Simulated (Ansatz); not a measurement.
**Run report: AsH3, frequency calculation**

The run: frequency calculation of AsH3. Method and program: RKS PBE0-D4/def2-TZVP (Ansatz 0.2.0).

The geometry comes from this level: PBE0-D4/def2-TZVP. Figures and captions count atoms from 1; the log counts them from 0 in places.

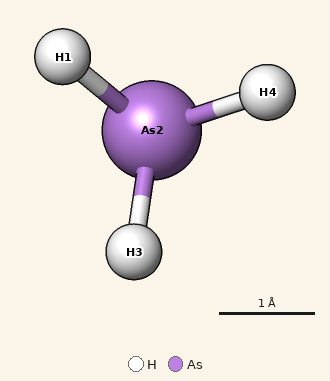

Figure 1. The structure as given in the input (ball-and-stick view, seen on its broad side; atoms are numbered from 1 in the order of the input).

## Key numbers

| quantity | value |
| --- | --- |
| outcome | converged |
| total energy | −60882.3711 eV |
| mean-field energy | −60882.3440 eV |
| dispersion energy | −0.0271 eV |
| largest force (length of the vector) | under 0.001 eV/Å |
| dipole moment | 0.34 D |
| hardware | 8 threads of Arm Neoverse V2, 23 GiB of memory available, shared host |
| wall time | 4.2 s (CPU time 22 s) |
| peak memory | 0.59 GiB |

## Input
```yaml
crystal:
  periodic: [false, false, false]
  atoms:
    - {symbol: H, position_ang: [0.615698, 2.608251, -0.048613]}
    - {symbol: As, position_ang: [0.444036, 1.768265, -1.305750]}
    - {symbol: H, position_ang: [1.851960, 1.203876, -1.184554]}
    - {symbol: H, position_ang: [0.920283, 2.907114, -2.195508]}
basis:
  gaussian: {orbitals: def2-TZVP}
hamiltonian: {xc: pbe0, dispersion: d4}
phonons: {temperatures: {t_min: 298.15, t_max: 900, t_step: 200}}
```

Command:
```bash
ansatz run in.yaml --threads 8 --pin off --events-out ev --progress --plain --max-ram 19148MiB
```

## The program's output
```
Functional definition: PBE0
  name "PBE0"
  cite "Adamo & Barone, J. Chem. Phys. 110, 6158 (1999) doi:10.1063/1.478522"
  cite "Perdew, Burke & Ernzerhof, Phys. Rev. Lett. 77, 3865 (1996) doi:10.1103/PhysRevLett.77.3865"
  parent pbe
  parameter a = 0.25
  parameter kappa = 0.804
  parameter beta = 0.06672455060314922
  exchange = (1 - a)*pbe_x(kappa = kappa, mu = beta*pi^2/3) + a*exact_x
  correlation = pbe_c(beta = beta)
555 factors; their error is unknown
mean field evaluation 1: about -60881.8997 eV, gradient 1.1e1 eV
mean field evaluation 2: about -60882.0533 eV, gradient 6.0e0 eV
mean field evaluation 4: about -60882.0955 eV, gradient 3.2e-1 eV
mean field evaluation 8: about -60882.3440 eV, gradient 1.4e-2 eV
mean field -60882.34397140 eV, -2237.3848734139 hartree, gradient 5.8e-6 eV, S^2 0.000000; 0 other end points of the search recorded, 0 dependent functions left out
the calculation of the forces begins
reference -60882.34399292 eV, -2237.3848742047 hartree; 18, 18 occupied and 48, 48 virtual orbitals, 555 factors
these checks for a lower state are left out or cut short: stability, starts, cluster_reference, orbital_swaps, neighbouring_geometries, increment
555 factors; their error is unknown
mean field evaluation 16: about -60882.0957 eV, gradient 1.2e-4 eV
mean field -60882.34396436 eV, -2237.3848731553 hartree, gradient 1.4e-6 eV, S^2 0.000000; 0 other end points of the search recorded, 0 dependent functions left out
[... from here on the field's lines of each further geometry are left out, up to the last ...]
the calculation of the forces begins
reference -60882.34396782 eV, -2237.3848732826 hartree; 18, 18 occupied and 48, 48 virtual orbitals, 555 factors
these checks for a lower state are left out or cut short: stability, starts, cluster_reference, orbital_swaps, neighbouring_geometries, increment
555 factors; their error is unknown
mean field -60882.34394901 eV, -2237.3848725910 hartree, gradient 1.4e-6 eV, S^2 0.000000; 0 other end points of the search recorded, 0 dependent functions left out
the calculation of the forces begins
reference -60882.34397053 eV, -2237.3848733820 hartree; 18, 18 occupied and 48, 48 virtual orbitals, 555 factors
Total energy: -60882.37107431 eV, -2237.3858694276 hartree
Atom 0 at     0.615698     2.608251    -0.048613 Å, force    -0.000227     0.000241     0.000338 eV/Å
Atom 1 at     0.444036     1.768265    -1.305750 Å, force     0.000311    -0.000091    -0.000032 eV/Å
Atom 2 at     1.851960     1.203876    -1.184554 Å, force     0.000062    -0.000389    -0.000063 eV/Å
Atom 3 at     0.920283     2.907114    -2.195508 Å, force    -0.000147     0.000239    -0.000242 eV/Å
Dipole moment:     0.057484     0.039560     0.013663 e Å
Vibrations: 921.14 1017.99 1018.01 2215.48 2229.17 2229.20 cm⁻¹, zero-point energy 0.597045 eV
```

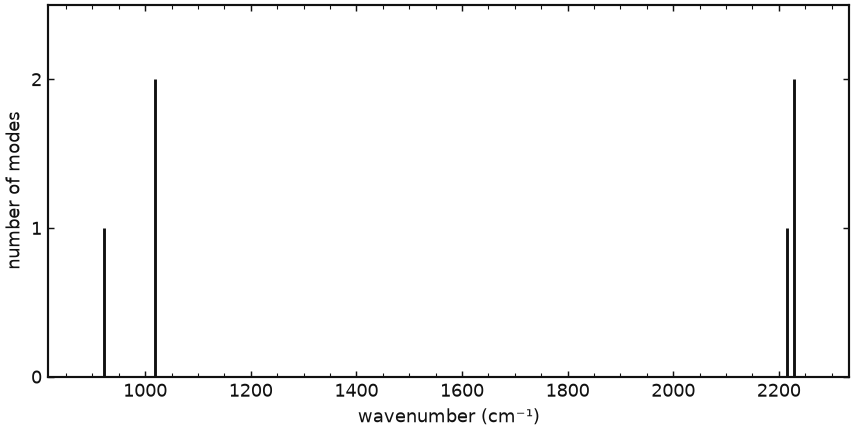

Figure 2. Harmonic vibrational wavenumbers from the force constants; neighbouring modes closer than 6 cm⁻¹ are counted in one stick. 6 modes from 921 to 2229 cm⁻¹, none imaginary.

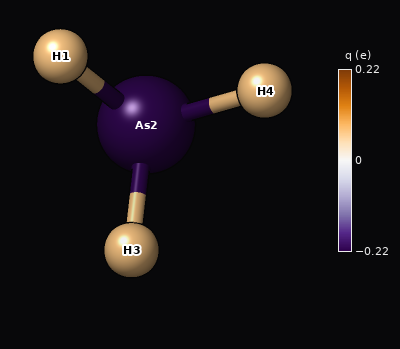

Figure 3. Mulliken charges, as the colour of each atom (ball-and-stick view, seen on its broad side; atoms are numbered from 1 in the order of the input). By element: H +0.07 and As −0.21 e.
